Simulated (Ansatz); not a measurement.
## WN$_{2}$H$_{2}$ClF: single-point calculation

System: WN$_{2}$H$_{2}$ClF.
Method: RKS PBE-QIDH (frozen core)/def2-TZVPP (Ansatz 0.2.0).

The geometry comes from this level: PBE0-D4/def2-TZVP.

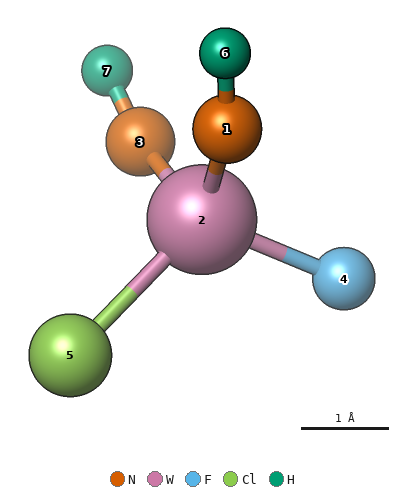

**Figure 1.** The structure as given in the input (ball-and-stick view, seen at an oblique angle; atoms are numbered from 1 in the order of the input). Sticks mark near contacts. Bond lengths as drawn: Cl–W 2.28 Å, F–W 1.87 Å, H–N 1.01 Å and N–W 1.74 Å.

### Results in brief

| quantity | value |
| --- | --- |
| outcome | converged |
| total energy | −20069.3294 eV |
| mean-field energy | −20055.1618 eV |
| SCF solution under orbital rotations | stable |
| hardware | 4 threads of AMD EPYC, 54 GiB of memory available, shared host |
| wall time | 2.7 s (CPU time 9.9 s) |
| peak memory | 0.55 GiB |

### Input file
```yaml
crystal:
  periodic: [false, false, false]
  atoms:
    - {symbol: N, position_ang: [-1.175561, 0.515072, 0.768055]}
    - {symbol: W, position_ang: [-0.101332, 0.002509, -0.498726]}
    - {symbol: N, position_ang: [1.297774, -0.771610, 0.182923]}
    - {symbol: F, position_ang: [-1.000365, -1.242558, -1.560869]}
    - {symbol: Cl, position_ang: [0.611179, 1.869850, -1.592987]}
    - {symbol: H, position_ang: [-1.463126, 0.652158, 1.724856]}
    - {symbol: H, position_ang: [1.892629, -1.093421, 0.930947]}
basis:
  gaussian: {orbitals: def2-TZVPP}
hamiltonian: {xc: {name: PBE-QIDH}}
```

Launched with:
```bash
ansatz run in.yaml --threads 4 --pin off --events-out ev --progress --plain --max-ram 10444MiB
```

### Log
```
Functional definition: PBE-QIDH
  name "PBE-QIDH"
  cite "Brémond, Sancho-García, Pérez-Jiménez & Adamo, J. Chem. Phys. 141, 031101 (2014) doi:10.1063/1.4890314"
  cite "Perdew, Burke & Ernzerhof, Phys. Rev. Lett. 77, 3865 (1996) doi:10.1103/PhysRevLett.77.3865"
  parameter a = 3^(-1/3)
  parameter c = 1/3
  exchange = (1 - a)*pbe_x + a*exact_x
  correlation = (1 - c)*pbe_c + c*(mp2_os + mp2_ss)
1387 factors; integrals over basis functions are off by at most 7.7e-4 eV
mean field evaluation 1: about -20042.8043 eV, gradient 8.2e1 eV
mean field evaluation 2: about -20042.9730 eV, gradient 8.2e1 eV
mean field evaluation 4: about -20054.6586 eV, gradient 1.6e1 eV
mean field evaluation 8: about -20055.1576 eV, gradient 1.4e0 eV
mean field evaluation 16: about -20055.1617 eV, gradient 2.8e-3 eV
mean field -20055.16173925 eV, -737.0136000407 hartree, gradient 3.1e-6 eV, S^2 0.000000; 0 other end points of the search recorded, 0 dependent functions left out
8 core orbitals not correlated: weight in the atoms' cores, before any rotation towards them, 1.000 or more for the frozen orbitals, at most 0.000 for the correlated occupied ones
reference -20055.16175078 eV, -737.0136004644 hartree; 20, 20 occupied and 191, 191 virtual orbitals, 1387 factors
second order -42.50296615 eV of doubles, -0.00000000 eV of singles
Total energy: -20069.32940617 eV, -737.5342521966 hartree
```
